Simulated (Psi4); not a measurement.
# doublet [S2F2]+ at 3 levels

Wanted: a comparison of 3 runs (UB3LYP/6-311+G**, UM06-L/6-311+G**, USVWN5/6-311+G**) of doublet [S2F2]+. 

The results are computed with Psi4 1.11.

**1. Starting point**

[S2F2]+ has 4 atoms, charge +1, and is taken as a doublet. As SMILES of the parent species, `FSSF`. Geometry: relaxed at PBE0-D4/def2-TZVP. That shape belongs to the parent species and isn't relaxed for this state.

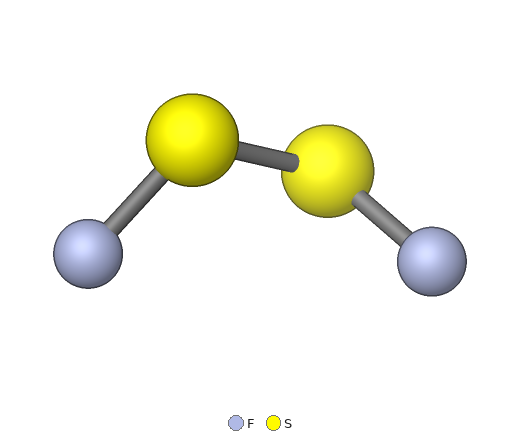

Viewed from a chosen angle; fluorine light blue, sulfur yellow.

**2. Energy and forces at UB3LYP/6-311+G(d,p) (run 1)**

The input, f2s2.xyz:

```xyz
4
F2S2
F     -1.783750    -0.199930    -0.621590
S     -0.467670     0.764150    -0.632370
S      1.044990    -0.276390    -0.184720
F      1.206410    -0.287820     1.438680
```

The input, run.py:

```python
import psi4

psi4.set_memory(2200000000)
psi4.set_num_threads(1)
psi4.set_output_file('psi4.out', False)

with open('f2s2.xyz') as f:
    atoms = ''.join(f.readlines()[2:])
m = psi4.geometry('1 2\n' + atoms + 'symmetry c1')

psi4.set_options({
    'basis': '6-311+G**',
    'reference': 'uks',
    'puream': True,
    'e_convergence': 1e-09,
    'd_convergence': 1e-08,
    'scf_type': 'pk',
    'dft_radial_points': 99,
    'dft_spherical_points': 590,
    'maxiter': 100,
})

result, w = psi4.gradient("B3LYP", molecule=m, return_wfn=True)
print('gradient / Eh bohr^-1')
print(result.np.round(6))
print(f'energy = {w.energy():.10f} Eh')
for k, v in sorted(psi4.core.scalar_variables().items()):
    print(f'{k:45s} {v:18.10f}')
```

Launch:

```sh
python run.py
```

psi4.out:

```text
[...]
  Running in c1 symmetry.
[...]
  Nuclear repulsion =  230.128319113788450
[...]
  Multiplicity = 2
[...]
  Nalpha       = 25
  Nbeta        = 24
[...]
    Number of basis functions: 104
[...]
   @UKS iter   1:  -995.63853921262353    4.27558e-01   5.61601e-03 DIIS/ADIIS
[...]
   @UKS iter  15:  -995.72294946635520   -1.13687e-12   1.80809e-09 DIIS
[...]
   @S^2 Observed:                7.628019264E-01
[...]
  @UKS Final Energy:  -995.72294946635520
   => Energetics <=
    Nuclear Repulsion Energy =            230.1283191137884501
    One-Electron Energy =               -1821.8643412055075714
    Two-Electron Energy =                 654.0698327557489620
    DFT Exchange-Correlation Energy =     -58.0567601303849798
    Empirical Dispersion Energy =           0.0000000000000000
    VV10 Nonlocal Energy =                  0.0000000000000000
    Total Energy =                       -995.7229494663552032
[...]
  -Total Gradient:
     Atom            X                  Y                   Z
    ------   -----------------  -----------------  -----------------
       1       -0.002404875036    -0.006670163279    -0.016132760378
       2        0.045364374153    -0.017077812384     0.032294874956
       3       -0.053311789983     0.010362884943    -0.021044016290
       4        0.010364187517     0.013395136781     0.004865070355
[...]
```

On the terminal:

```text
gradient / Eh bohr^-1
[[-0.002405 -0.00667  -0.016133]
 [ 0.045364 -0.017078  0.032295]
 [-0.053312  0.010363 -0.021044]
 [ 0.010364  0.013395  0.004865]]
energy = -995.7229494664 Eh
CURRENT ENERGY                                   -995.7229494664
CURRENT REFERENCE ENERGY                         -995.7229494664
DD SOLVATION ENERGY                                 0.0000000000
DFT FUNCTIONAL TOTAL ENERGY                      -995.7229494664
DFT TOTAL ENERGY                                 -995.7229494664
DFT VV10 ENERGY                                     0.0000000000
DFT XC ENERGY                                     -58.0567601304
GRID ELECTRONS ALPHA                               25.0000001148
GRID ELECTRONS BETA                                24.0000000840
GRID ELECTRONS TOTAL                               49.0000001989
NUCLEAR REPULSION ENERGY                          230.1283191138
ONE-ELECTRON ENERGY                             -1821.8643412055
PCM POLARIZATION ENERGY                             0.0000000000
PE ENERGY                                           0.0000000000
SCF ITERATION ENERGY                             -995.7229494664
SCF ITERATIONS                                     15.0000000000
SCF TOTAL ENERGY                                 -995.7229494664
TWO-ELECTRON ENERGY                               654.0698327557
XC GRID RADIAL POINTS                              99.0000000000
XC GRID SPHERICAL POINTS                          590.0000000000
XC GRID TOTAL POINTS                           227370.0000000000
```

Wall time 34 s (1 thread of AMD EPYC 7R43 (Zen 3), shared host); peak memory 0.9 GiB.

**3. A single-point energy at UM06-L/6-311+G(d,p) (run 2)**

The input, job.in:

```
memory 2.2 GB

molecule {
  1 2
  F     -1.783750    -0.199930    -0.621590
  S     -0.467670     0.764150    -0.632370
  S      1.044990    -0.276390    -0.184720
  F      1.206410    -0.287820     1.438680
  symmetry c1
  no_reorient
  no_com
}

set globals {
  basis                6-311+G**
  reference            uks
  puream               true
  e_convergence        1e-09
  d_convergence        1e-08
  scf_type             pk
  dft_radial_points    99
  dft_spherical_points 590
  maxiter              100
}

energy_value, wavefunction = energy("m06-l", return_wfn=True)
oeprop(wavefunction, "MULLIKEN_CHARGES", "QUADRUPOLE", "WIBERG_LOWDIN_INDICES")
```

Launch:

```sh
psi4 -i job.in -o job.out -n 1
```

job.out:

```text
[...]
  Running in c1 symmetry.
[...]
  Nuclear repulsion =  230.128319113788450
[...]
  Multiplicity = 2
[...]
  Nalpha       = 25
  Nbeta        = 24
[...]
    Number of basis functions: 104
[...]
   @UKS iter   1:  -995.58675497677393    4.08295e-01   5.23831e-03 DIIS/ADIIS
[...]
   @UKS iter  17:  -995.65992513461208   -1.02318e-12   6.36323e-09 DIIS
[...]
   @S^2 Observed:                7.564704513E-01
[...]
  @UKS Final Energy:  -995.65992513461208
   => Energetics <=
    Nuclear Repulsion Energy =            230.1283191137884501
    One-Electron Energy =               -1822.0289137548998042
    Two-Electron Energy =                 668.2173585912915996
    DFT Exchange-Correlation Energy =     -71.9766890847922554
    Empirical Dispersion Energy =           0.0000000000000000
    VV10 Nonlocal Energy =                  0.0000000000000000
    Total Energy =                       -995.6599251346120809
[...]
 Multipole Moments:
 ------------------------------------------------------------------------------------
     Multipole            Electronic (a.u.)      Nuclear  (a.u.)        Total (a.u.)
 ------------------------------------------------------------------------------------
 L = 1.  Multiply by 2.5417464519 to convert [e a0] to [Debye]
 Dipole X            :         -7.0494982            7.6364967            0.5869985
 Dipole Y            :         -5.9563669            6.4522998            0.4959329
 Dipole Z            :          9.9777562          -10.8085342           -0.8307781
 Magnitude           :                                                    1.1316841
 L = 2.  Multiply by 1.3450342976 to convert [e a0^2] to [Debye ang]
 Quadrupole XX       :       -244.3129574          223.9279469          -20.3850105
 Quadrupole XY       :         34.6299522          -36.6196670           -1.9897148
[...]
```

Wall time 62 s (1 thread of AMD EPYC 7R43 (Zen 3), shared host); peak memory 1 GiB.

**4. Energy and gradient at USVWN5/6-311+G(d,p) (run 3)**

f2s2.xyz is that of step 2.

The input, calc.py:

```python
import psi4

psi4.set_memory(2200000000)
psi4.set_num_threads(1)
psi4.set_output_file('output.dat', False)

with open('f2s2.xyz') as f:
    atoms = ''.join(f.readlines()[2:])
m = psi4.geometry('1 2\n' + atoms + 'symmetry c1\nno_reorient\nno_com')

psi4.set_options({
    'basis': '6-311+G**',
    'reference': 'uks',
    'puream': True,
    'e_convergence': 1e-09,
    'd_convergence': 1e-08,
    'scf_type': 'pk',
    'dft_radial_points': 99,
    'dft_spherical_points': 590,
    'maxiter': 100,
})

result, w = psi4.gradient("scf", dft_functional={"name": "SVWN5", "x_functionals": {"LDA_X": {}}, "c_functionals": {"LDA_C_VWN": {}}}, return_wfn=True)
print('gradient / Eh bohr^-1')
print(result.np.round(6))
print(f'energy = {w.energy():.10f} Eh')
```

Launch:

```sh
python calc.py
```

output.dat:

```text
[...]
  Running in c1 symmetry.
[...]
  Nuclear repulsion =  230.128319113788450
[...]
  Multiplicity = 2
[...]
  Nalpha       = 25
  Nbeta        = 24
[...]
    Number of basis functions: 104
[...]
   @UKS iter   1:  -991.68363091010553    4.72105e-01   5.12045e-03 DIIS/ADIIS
[...]
   @UKS iter  16:  -991.74100215461124   -1.70530e-11   1.06828e-09 DIIS
[...]
   @S^2 Observed:                7.521638355E-01
[...]
  @UKS Final Energy:  -991.74100215461124
   => Energetics <=
    Nuclear Repulsion Energy =            230.1283191137884501
    One-Electron Energy =               -1821.4370081311490139
    Two-Electron Energy =                 667.4312478992204660
    DFT Exchange-Correlation Energy =     -67.8635610364710402
    Empirical Dispersion Energy =           0.0000000000000000
    VV10 Nonlocal Energy =                  0.0000000000000000
    Total Energy =                       -991.7410021546112375
[...]
  -Total Gradient:
     Atom            X                  Y                   Z
    ------   -----------------  -----------------  -----------------
       1       -0.003557030039    -0.008333396011    -0.014828879994
       2        0.039411329522    -0.009863011111     0.029283176164
       3       -0.044988598740     0.005150551252    -0.021386977077
       4        0.009147313505     0.013056847279     0.006914266729
[...]
```

The script printed:

```text
gradient / Eh bohr^-1
[[-0.003557 -0.008333 -0.014829]
 [ 0.039411 -0.009863  0.029283]
 [-0.044989  0.005151 -0.021387]
 [ 0.009147  0.013057  0.006914]]
energy = -991.7410021546 Eh
```

It took 25 s on 1 thread of AMD EPYC 7R43 (Zen 3), shared host; peak memory 0.55 GiB.

**5. The series**

| run | level | task | energy (Eh) | HOMO energy (eV) | LUMO energy (eV) | ⟨S²⟩ | wall time |
| --- | --- | --- | --- | --- | --- | --- | --- |
| 1 | UB3LYP/6-311+G** | gradient | -995.722949 | -15.52 | -13.72 | 0.763 | 34 s |
| 2 | UM06-L/6-311+G** | energy | -995.659925 | -14.71 | -14.27 | 0.756 | 62 s |
| 3 | USVWN5/6-311+G** | gradient | -991.741002 | -14.68 | -14.54 | 0.752 | 25 s |

**6. Summary of results**

```
                                 quantity          value
                      run 3: total energy  -991.74100 Eh
run 3: HOMO energy (highest over α and β)      -14.68 eV
 run 3: LUMO energy (lowest over α and β)      -14.54 eV
                              run 3: ⟨S²⟩          0.752
          run 3: largest force on an atom     2.575 eV/Å
```

What this shows: Totals of different functionals can't be ranked against each other. All runs together took 2 min, the longest 62 s.
